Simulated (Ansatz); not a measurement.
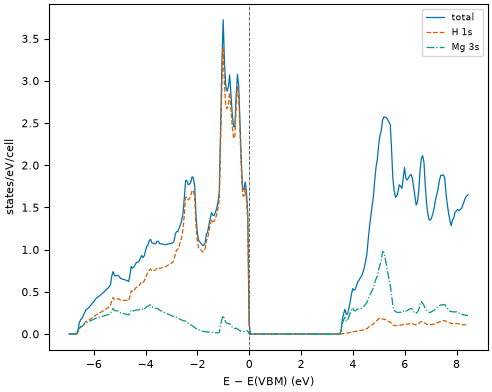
*Total and projected density of states of MgH2 (rutile, P4_2/mnm), plane-wave PAW PBEsol (Ansatz code)*

Problem. Which orbitals carry the states next to the gap?

Solution. Top 1 eV of the valence band: H 1s 94 %. Bottom 1 eV of the conduction band: Mg 3s 53 %, H 1s 6 %, outside the projected shells 41 %. Projections are on Löwdin-orthogonalised atomic valence shells; empty p or d shells of many metals are not among them.

Problem. Where is the tallest occupied peak in this window, and what makes it?

Solution. Near -1.0 eV, about 3.7 states/eV per cell; the largest projected share is H 1s.

Symmetry was held in the PBEsol relaxation; phonons on a q-mesh show no instability.

Potentials: the later of the program's two PAW sets.
